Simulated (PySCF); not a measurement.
**C5H11Cl (SMILES CCCCCCl): levels of theory compared**

Aim: a comparison of 6 runs (BLYP/6-31G*, PBE/6-31G*, SVWN5/6-31G*, TPSS/6-31G*, r2SCAN/6-31G*, CCSD(T)/6-31G*) of C5H11Cl. 

Program for the calculation: PySCF 2.14.0.

1 further run of the same task is left out (set aside as unsound or not needed).

### 1 The molecule

C5H11Cl has 17 atoms, charge 0, and is taken as a singlet. As SMILES, `CCCCCCl`. One bond was lengthened or shortened from a relaxed shape.

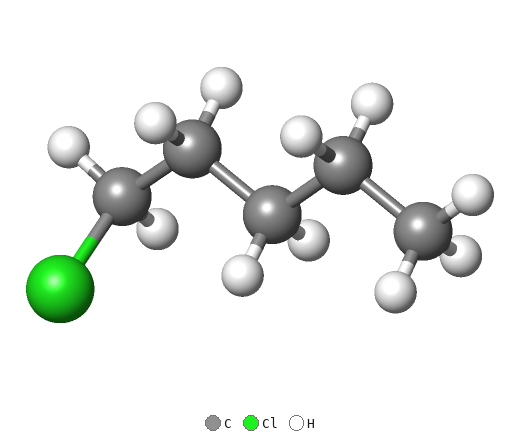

Viewed from a chosen angle; carbon grey, chlorine green, hydrogen white.

### 2 The energy at BLYP/6-31G(d) (spherical functions) (run 1)

calc.py reads:

```python
from pyscf import gto, dft

mol = gto.M(
    atom=[
    ('C', (-1.429863, -1.684756, -1.304632)),
    ('C', (-0.768933, -1.133016, -0.047832)),
    ('C', (0.173657, 0.023744, -0.369552)),
    ('C', (0.851247, 0.574074, 0.883208)),
    ('C', (1.808597, 1.712354, 0.574648)),
    ('Cl', (0.932087, 3.142024, -0.042702)),
    ('H', (-2.010763, -0.910646, -1.800872)),
    ('H', (-2.095283, -2.508376, -1.057322)),
    ('H', (-0.679163, -2.048686, -2.002662)),
    ('H', (-0.208493, -1.929636, 0.447378)),
    ('H', (-1.654690, -0.738030, 0.750420)),
    ('H', (-0.388903, 0.824064, -0.853502)),
    ('H', (0.938317, -0.317926, -1.071462)),
    ('H', (1.424367, -0.220576, 1.368718)),
    ('H', (0.093167, 0.919854, 1.588788)),
    ('H', (2.338847, 2.040504, 1.468648)),
    ('H', (2.524577, 1.430624, -0.197382)),
],
    verbose=3,
    max_memory=1860,
    basis='6-31g*',
)

mf = dft.RKS(mol, xc='blyp')
mf.grids.level = 5
mf.conv_tol = 1e-10
mf.kernel()
if not mf.converged:
    mf = mf.newton().run(mf.mo_coeff, mf.mo_occ)

energy = mf.e_tot
print('E(%s) = %.9f' % ('BLYP', energy))
```

Launch:

```console
OMP_NUM_THREADS=1 python calc.py
```

The program printed:

```text
converged SCF energy = -657.18284949076
E(BLYP) = -657.182849491
```

Wall time 53 s (1 thread of Intel Xeon at 2.70GHz, shared host); peak memory 0.61 GiB.

### 3 The energy at PBE/6-31G(d) (spherical functions) (run 2)

input.xyz reads:

```xyz
17
C5H11Cl
C     -1.429863    -1.684756    -1.304632
C     -0.768933    -1.133016    -0.047832
C      0.173657     0.023744    -0.369552
C      0.851247     0.574074     0.883208
C      1.808597     1.712354     0.574648
Cl     0.932087     3.142024    -0.042702
H     -2.010763    -0.910646    -1.800872
H     -2.095283    -2.508376    -1.057322
H     -0.679163    -2.048686    -2.002662
H     -0.208493    -1.929636     0.447378
H     -1.654690    -0.738030     0.750420
H     -0.388903     0.824064    -0.853502
H      0.938317    -0.317926    -1.071462
H      1.424367    -0.220576     1.368718
H      0.093167     0.919854     1.588788
H      2.338847     2.040504     1.468648
H      2.524577     1.430624    -0.197382
```

run.py reads:

```python
from pyscf import gto, dft

mol = gto.M(
    atom='input.xyz',
    verbose=3,
    max_memory=1860,
    basis='6-31g*',
)

mf = dft.RKS(mol)
mf.xc = 'pbe'
mf.grids.level = 5
mf.conv_tol = 1e-10
mf.kernel()
if not mf.converged:
    mf = mf.newton().run(mf.mo_coeff, mf.mo_occ)

etot = mf.e_tot
print(f'total energy: {etot:.8f} hartree')
```

Launch:

```console
OMP_NUM_THREADS=1 python run.py
```

The program printed:

```text
converged SCF energy = -656.850094911912
total energy: -656.85009491 hartree
```

Wall time 66 s (1 thread of Intel Xeon at 2.70GHz, shared host); peak memory 0.61 GiB.

### 4 The energy at SVWN5/6-31G(d) (spherical functions) (run 3)

calc.py reads:

```python
from pyscf import gto, dft

mol = gto.M(
    atom='''
C   -1.429863  -1.684756  -1.304632
C   -0.768933  -1.133016  -0.047832
C    0.173657   0.023744  -0.369552
C    0.851247   0.574074   0.883208
C    1.808597   1.712354   0.574648
Cl   0.932087   3.142024  -0.042702
H   -2.010763  -0.910646  -1.800872
H   -2.095283  -2.508376  -1.057322
H   -0.679163  -2.048686  -2.002662
H   -0.208493  -1.929636   0.447378
H   -1.654690  -0.738030   0.750420
H   -0.388903   0.824064  -0.853502
H    0.938317  -0.317926  -1.071462
H    1.424367  -0.220576   1.368718
H    0.093167   0.919854   1.588788
H    2.338847   2.040504   1.468648
H    2.524577   1.430624  -0.197382
''',
    basis='6-31g*',
    verbose=3,
    max_memory=1860,
)

mf = dft.RKS(mol, xc='svwn')
mf.conv_tol = 1e-10
mf.grids.level = 5
mf.kernel()
if not mf.converged:
    mf = mf.newton().run(mf.mo_coeff, mf.mo_occ)

energy = mf.e_tot
print('E(%s) = %.9f' % ('SVWN5', energy))
```

Launch:

```console
OMP_NUM_THREADS=1 python calc.py
```

The program printed:

```text
converged SCF energy = -653.952448900344
E(SVWN5) = -653.952448900
```

Run time: 28 s. Hardware: 1 thread of Intel Xeon at 2.70GHz, shared host; peak memory 0.43 GiB.

Runs 4 to 5 aren't shown in full; the table further down has their settings and results.

### 5 The energy at CCSD(T)/6-31G(d) (spherical functions) (run 6)

input.py reads:

```python
from pyscf import gto, cc

system = gto.M(
    atom='''
C     -1.429863    -1.684756    -1.304632
C     -0.768933    -1.133016    -0.047832
C      0.173657     0.023744    -0.369552
C      0.851247     0.574074     0.883208
C      1.808597     1.712354     0.574648
Cl     0.932087     3.142024    -0.042702
H     -2.010763    -0.910646    -1.800872
H     -2.095283    -2.508376    -1.057322
H     -0.679163    -2.048686    -2.002662
H     -0.208493    -1.929636     0.447378
H     -1.654690    -0.738030     0.750420
H     -0.388903     0.824064    -0.853502
H      0.938317    -0.317926    -1.071462
H      1.424367    -0.220576     1.368718
H      0.093167     0.919854     1.588788
H      2.338847     2.040504     1.468648
H      2.524577     1.430624    -0.197382
''',
    max_memory=1860,
    charge=0,
    basis='6-31g*',
    verbose=4,
)

mf = system.RHF()
mf.conv_tol = 1e-10
mf.kernel()
if not mf.converged:
    mf = mf.newton().run(mf.mo_coeff, mf.mo_occ)

mycc = cc.CCSD(mf, frozen=10)
mycc.kernel()
e_t = mycc.ccsd_t()
e_final = mycc.e_tot + e_t
print('Final energy', e_final)
```

Launch:

```console
OMP_NUM_THREADS=1 python input.py
```

The program printed:

```text
PySCF version 2.14.0

[... 71 lines left out ...]
converged SCF energy = -655.217945285637
[... 12 lines left out ...]
Init t2, MP2 energy = -655.999136814534  E_corr(MP2) -0.781191528896834
[... 11 lines left out ...]
CCSD converged
[... 2 lines left out ...]
Final energy -656.0996157798577
```

Wall time 1.9 min (1 thread of Intel Xeon at 2.70GHz, shared host); peak memory 0.98 GiB.

### 6 All runs side by side

| run | level | integration grid | frozen core orbitals | energy (Eh) | dipole moment (D) of the reference | HOMO energy (eV) | LUMO energy (eV) | wall time |
| --- | --- | --- | --- | --- | --- | --- | --- | --- |
| 1 | BLYP/6-31G* (spherical functions) | 5 | – | -657.182849 | 2.06 | -6.49 | 0.38 | 53 s |
| 2 | PBE/6-31G* (spherical functions) | 5 | – | -656.850095 | 2.09 | -6.67 | 0.22 | 66 s |
| 3 | SVWN5/6-31G* (spherical functions) | 5 | – | -653.952449 | 2.10 | -6.74 | 0.03 | 28 s |
| 4 | TPSS/6-31G* (spherical functions) | 5 | – | -657.386610 | 2.15 | -6.81 | 0.42 | 85 s |
| 5 | r2SCAN/6-31G* (spherical functions) | 5 | – | -657.165376 | 2.20 | -7.04 | 0.46 | 95 s |
| 6 | CCSD(T)/6-31G* (spherical functions) | – | 10 | -656.099616 | 2.35 | -11.52 | 5.52 | 1.9 min |

### 7 What came out

| quantity | value |
| --- | --- |
| run 6: total energy | -656.09962 Eh |
| run 6: dipole moment (Hartree–Fock density) | 2.35 D |
| run 6: HOMO energy (Hartree–Fock orbitals) | -11.52 eV |
| run 6: LUMO energy (Hartree–Fock orbitals) | 5.52 eV |
| run 6: HOMO–LUMO gap (Hartree–Fock orbitals) | 17.05 eV |
| run 6: correlation energy (10 core orbitals frozen) | -881.7 mEh |
| run 6: (T) correction | -24.31 mEh |
| run 6: T1 diagnostic | 0.008 |

**Reading.** Over runs 1, 2, 3, 4, 5 the dipole moment (its size) runs from 2.06 D (BLYP/6-31G*) to 2.20 D (r2SCAN/6-31G*). Over runs 1, 2, 3, 4, 5 the HOMO–LUMO gap runs from 6.77 eV (SVWN5/6-31G*) to 7.50 eV (r2SCAN/6-31G*). Totals of different functionals can't be ranked against each other. All runs together took 7.3 min, the longest 1.9 min.
